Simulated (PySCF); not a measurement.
**CH9BO2Si2 (SMILES OB(O)C([SiH3])[SiH3]): density, localisation and related maps**

Input file:

```
{"job": {"kind": "nmr", "xc": "PBE0", "basis": "pcSseg-1", "pop": false}, "charge": 0, "multiplicity": 1}
O      1.687779    -1.953015    -0.301972
B      1.191937    -0.731122    -0.000129
O      2.067958     0.159244     0.574592
C     -0.335738    -0.348095    -0.180163
Si    -0.540252     1.133036    -1.351221
Si    -1.082538    -0.009634     1.540350
H      1.068852    -2.616227    -0.603981
H      2.508952     0.799383     0.029108
H     -0.893236    -1.184463    -0.616092
H     -1.962184     1.444551    -1.522436
H      0.025390     0.796815    -2.667957
H      0.162465     2.314046    -0.841684
H     -0.429666     1.123157     2.191586
H     -2.512869     0.282008     1.372423
H     -0.956849    -1.209684     2.377578
```

Run with:

```sh
OMP_NUM_THREADS=1 python ens_run.py task.json out
```

Geometry: GFN2-xTB.

All numbers below come from PBE0/pcSseg-1, SCF density, gas phase, non-relativistic in PySCF 2.14.0.

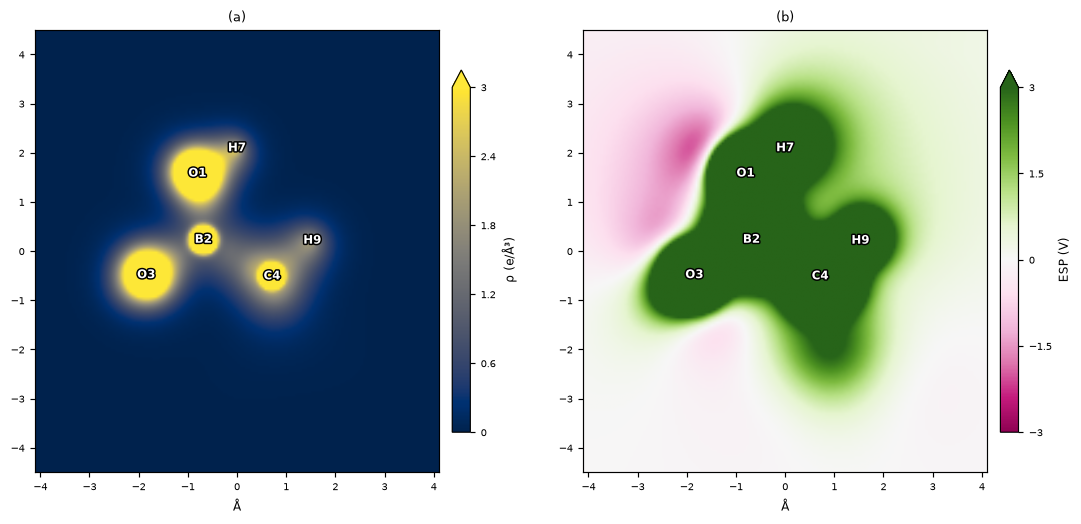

Figure 1. (a) electron density; (b) molecular electrostatic potential on the plane of atoms B2, O1 and H7.

> What do the fields say about this system?

- The section cuts through O, B, C and H sites.
- B–O (1.35 Å): ρ is about 2.2 e/Å³ halfway.
- C–B (1.59 Å): ρ is about 1.3 e/Å³ halfway.
- O–H (0.96 Å): ρ at the midpoint is about 3.8 e/Å³.
- C–H (1.10 Å): ρ is about 1.9 e/Å³ halfway.
- Outside the dense part of the molecule the potential is most negative (−2.0 V) near O1.

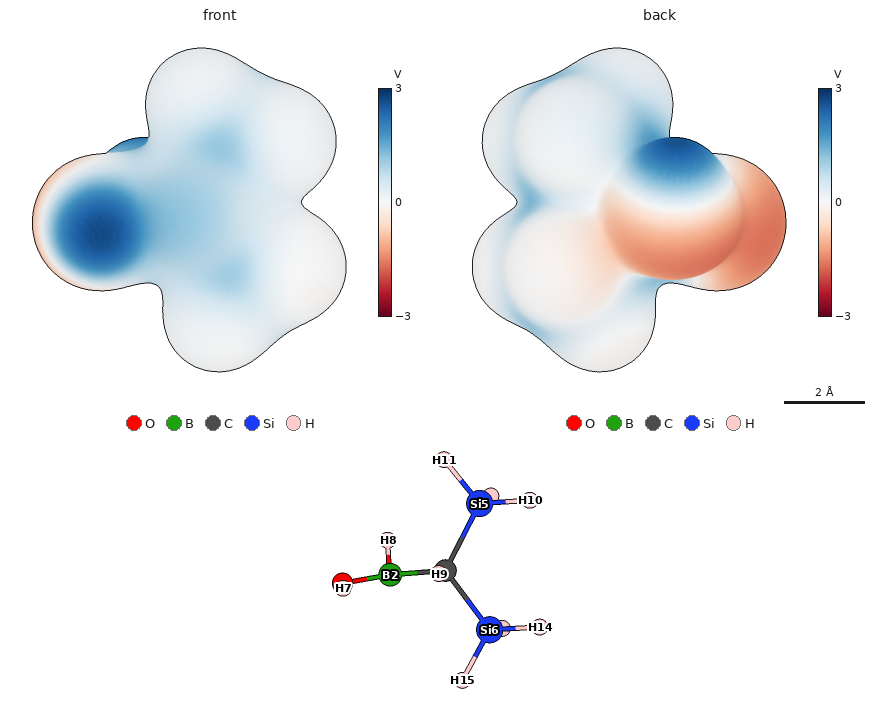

Figure 2. The molecular electrostatic potential painted on the density surface at 0.002 e/bohr³, seen from the front and from behind; the colour scale runs from red (negative) to blue (positive). The bare structure is drawn below in the same view.

> Which sites attract a positive test charge, and which a negative one?

A positive charge is drawn to the negative regions and a negative charge to the positive ones. The most negative region (about −1.6 V, or −37 kcal/mol for a unit charge) lies over O1 and O3, the most positive (about +2.6 V, or +60 kcal/mol for a unit charge) over H7 and H8.

> What dipole moment does the calculation give?

Its dipole moment is 1.91 D.
